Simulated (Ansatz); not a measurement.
**How methods differ on H3PO2 (SMILES O=[PH2]O)**

The species is H3PO2 (6 atoms), meant as a singlet with charge 0. As SMILES, `O=[PH2]O`. The shape is that of a GFN2-xTB optimisation. This is one conformer, not always the lowest.

```tsv
atom	x (Å)	y (Å)	z (Å)
O	-0.2881	-1.5169	-0.9086
P	-0.1619	-0.1801	-0.3715
O	0.5355	-0.1851	1.0669
H	-1.3513	0.5063	-0.1566
H	0.6162	0.7035	-1.1105
H	0.6496	0.6723	1.4802
```

Each level gives the energy change with the O3–H6 bond stretched from 0.959 to 2.396 Å (eV). The values are calculated.

| level | kind | program | value (eV) | less FCI/STO-3G | CPU time (all runs) |
| --- | --- | --- | --- | --- | --- |
| HF/STO-3G (restricted) | Hartree–Fock | Ansatz | 9.84 | +5.69 | 0.28 s |
| SVWN5/STO-3G (restricted) | LDA | Ansatz | 6.02 | +1.87 | 2 s |
| PBE/STO-3G (restricted) | GGA | Ansatz | 5.56 | +1.41 | 3.4 s |
| r2SCAN/STO-3G (restricted) | meta-GGA | Ansatz | 6.11 | +1.96 | 8.4 s |
| PBE0/STO-3G (restricted) | global hybrid | Ansatz | 6.82 | +2.67 | 3 s |
| wB97M-V/STO-3G (restricted) | range-separated hybrid | Ansatz | 7.37 | +3.22 | 52 s |
| B2PLYP/STO-3G (restricted) | double hybrid | Ansatz | 6.02 | +1.87 | 4.2 s |
| CCSDT(Q)/STO-3G (restricted) | coupled cluster or CI | Ansatz | 4.13 | -0.02 | 1.7 s |
| CCSDT/STO-3G (restricted) | coupled cluster or CI | Ansatz | 4.19 | +0.04 | 1.5 s |
| FCI/STO-3G | exact in the basis | Ansatz | 4.15 | 0.00 | 2.7 min |

FCI/STO-3G is exact within its basis and frozen core, so for wave-function methods in that basis the difference is their error; functionals converge differently with the basis, so for them it is only a difference. A spin-restricted reference rises too steeply as a bond breaks; here HF/STO-3G, SVWN5/STO-3G, PBE/STO-3G, r2SCAN/STO-3G, PBE0/STO-3G, wB97M-V/STO-3G, B2PLYP/STO-3G lie well above the multireference or unrestricted value. The first shape isn't each level's own minimum. The values span 4.13 to 9.84 eV. All rows use very small basis sets, so none should be taken for the real molecule's value. Times are those of the runs behind each value, whatever else they computed, on shared processors of several kinds: orders of magnitude only.

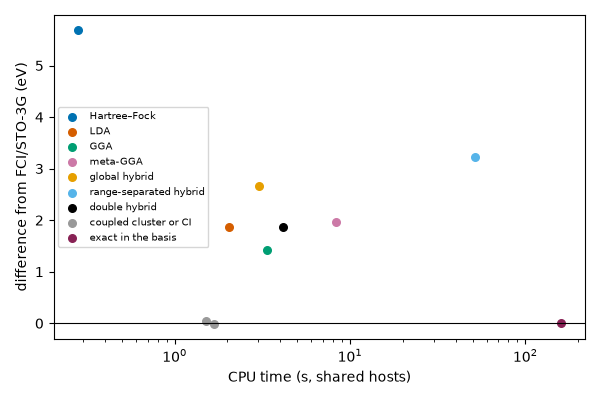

Difference from FCI/STO-3G against processor time, one point a level.
